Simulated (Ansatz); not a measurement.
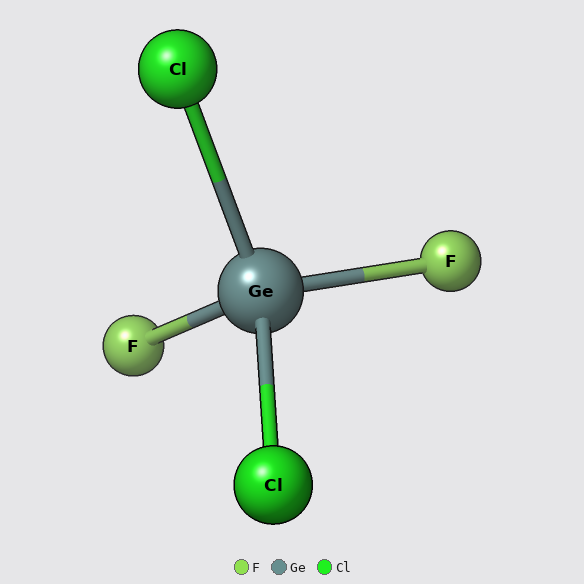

The picture shows the input geometry.

Ansatz 0.2.0 input:

```yaml
crystal:
  periodic: [false, false, false]
  atoms:
    - {symbol: F, position_ang: [1.142657, -1.227895, 0.501652]}
    - {symbol: Ge, position_ang: [0.015499, -0.035648, 0.038586]}
    - {symbol: F, position_ang: [-0.895010, 0.325083, 1.434012]}
    - {symbol: Cl, position_ang: [-1.255206, -0.819118, -1.433547]}
    - {symbol: Cl, position_ang: [1.041959, 1.683877, -0.582204]}
basis:
  gaussian: {orbitals: cc-pVTZ, point_charges: [{charge: 2.00, position_ang: [4.311, -0.046, 0.553]}]}
magnetization: {spin_polarized: true, initial_magnetization: 0}
hamiltonian: {xc: {name: r2SCAN0}}
output: {forces: true}
```

It was started with:

```sh
ansatz run in.yaml --threads 4 --pin off --events-out ev --progress --plain --max-ram 10444MiB
```

Result:

```
Functional definition: r2SCAN0
  name "r2SCAN0"
  cite "Bursch, Neugebauer, Ehlert & Grimme, J. Chem. Phys. 156, 134105 (2022) doi:10.1063/5.0086040"
  cite "Furness, Kaplan, Ning, Perdew & Sun, J. Phys. Chem. Lett. 11, 8208 (2020) doi:10.1021/acs.jpclett.0c02405"
  cite "Furness, Kaplan, Ning, Perdew & Sun, J. Phys. Chem. Lett. 11, 9248 (2020) doi:10.1021/acs.jpclett.0c03077"
  parent r2scan
  parameter a = 0.25
  parameter k0 = 0.174
  parameter k1 = 0.065
  parameter a1 = 4.9479
  exchange = (1 - a)*r2scan_x(k0 = k0, k1 = k1, a1 = a1) + a*exact_x
  correlation = r2scan_c
1304 factors; their error is unknown
mean field evaluation 1: about -86997.7614 eV, gradient 3.4e1 eV
mean field evaluation 2: about -86993.4203 eV, gradient 5.3e1 eV
mean field evaluation 4: about -87000.9966 eV, gradient 1.2e0 eV
mean field evaluation 8: about -87001.3499 eV, gradient 9.7e-2 eV
mean field evaluation 16: about -87001.3499 eV, gradient 2.6e-5 eV
mean field -87001.34991868 eV, -3197.2406378783 hartree, gradient 2.6e-5 eV, S^2 0.000000; 0 other end points of the search recorded, 0 dependent functions left out
the calculation of the forces begins
reference -87001.34992752 eV, -3197.2406382033 hartree; 42, 42 occupied and 129, 129 virtual orbitals, 1304 factors
Total energy: -87001.34992752 eV, -3197.2406382033 hartree
Atom 0 at     1.142657    -1.227895     0.501652 Å, force     1.213276     0.220237     0.165672 eV/Å
Atom 1 at     0.015499    -0.035648     0.038586 Å, force    -2.962125    -0.297530    -0.123910 eV/Å
Atom 2 at    -0.895010     0.325083     1.434012 Å, force     0.889106    -0.130490    -0.632638 eV/Å
Atom 3 at    -1.255206    -0.819118    -1.433547 Å, force     0.643595     0.287589     0.483094 eV/Å
Atom 4 at     1.041959     1.683877    -0.582204 Å, force     0.768725    -0.011846     0.158543 eV/Å
Dipole moment:    -0.644197     0.101217    -0.395592 e Å
```

The run converged.
